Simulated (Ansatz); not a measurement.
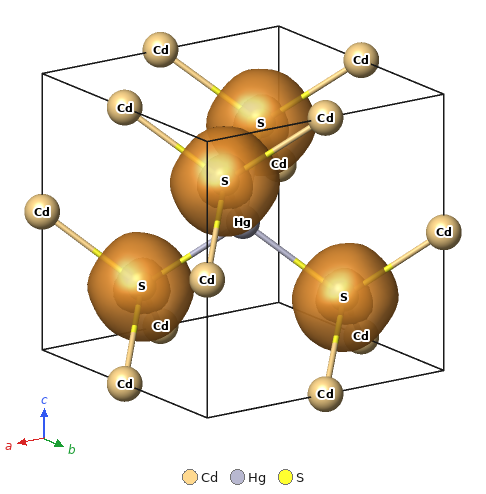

Figure 1: Cd3HgS4. Isosurface of the electron localisation function at 0.75 (orange), seen at an oblique angle. Only the valence region is drawn (cores and ρ < 0.01 e/Å³ removed). Sticks mark near contacts.

Space group P-43m; a structure generated by program, which may or may not match a known phase; computed pressure about −5 GPa in this cell.

All numbers below come from DFT LDA, scalar-relativistic, plane waves, PAW (Ansatz 0.2.0).

Core electrons are frozen (PAW), and the valence fields are smoothed inside the atomic spheres.

Input file:

```
crystal:
  lattice:
    - [5.9421917923, 0.0, 0.0]
    - [0.0, 5.9421917923, 0.0]
    - [0.0, 0.0, 5.9421917923]
  atoms:
    - { symbol: Cd, position: [0.0, 0.0, 0.5] }
    - { symbol: Cd, position: [0.0, 0.5, 0.0] }
    - { symbol: Cd, position: [0.5, 0.0, 0.0] }
    - { symbol: Hg, position: [0.5, 0.5, 0.5] }
    - { symbol: S, position: [0.7518945976, 0.7518945976, 0.7518945976] }
    - { symbol: S, position: [0.7518945976, 0.2481054024, 0.2481054024] }
    - { symbol: S, position: [0.2481054024, 0.7518945976, 0.2481054024] }
    - { symbol: S, position: [0.2481054024, 0.2481054024, 0.7518945976] }
basis:
  ecutwfc: 420
kpoints:
  mp_grid: { grid: [6, 6, 6] }
  band_path:
    path:
      - [[0.0, 0.0, 0.0], [0.0, 0.5, 0.0], [0.5, 0.5, 0.0], [0.0, 0.0, 0.0], [0.5, 0.5, 0.5], [0.0, 0.5, 0.0]]
      - [[0.5, 0.5, 0.5], [0.5, 0.5, 0.0]]
    npoints: 14
hamiltonian:
  xc: lda
scf:
  occupations: { method: gaussian, width: 0.02 }
  n_extra_bands: 20
output:
  forces: true
  stress: true
  eigenvalues: true
  populations: true
  dos: { projected: true, de: 0.02, nscf_kmesh: { grid: [9, 9, 9] } }
  bader: true
  write_density: true
  write_potential: true
  elf: true
  volumetric_format: npy
```

Run with:

```sh
ansatz run input.yaml --threads 1 --pin off --max-ram 2560MiB --backend cpu --events-out ev --progress --plain --runs-dir out
```

Below, planes, directions and counts refer to the conventional cell (a = 5.94 Å, b = 5.94 Å, c = 5.94 Å, α = 90.00°, β = 90.00°, γ = 90.00°).

**What do the ELF domains correspond to?**

At this value the surface marks out four regions wrapped around S (the valence shell of each), counted in one cell of 8 atoms. Regions shared between cells count once. Along the contacts the grid gives the following. Cd–S (2.57 Å): the ELF peaks at about 0.90 in the valence shell of S, 0.8 Å from its nucleus, and is about 0.30 at the midpoint. Hg–S (2.59 Å): the ELF peaks at about 0.85 in the valence shell of S, 0.8 Å from its nucleus, and drops to about 0.20 between the two atoms.
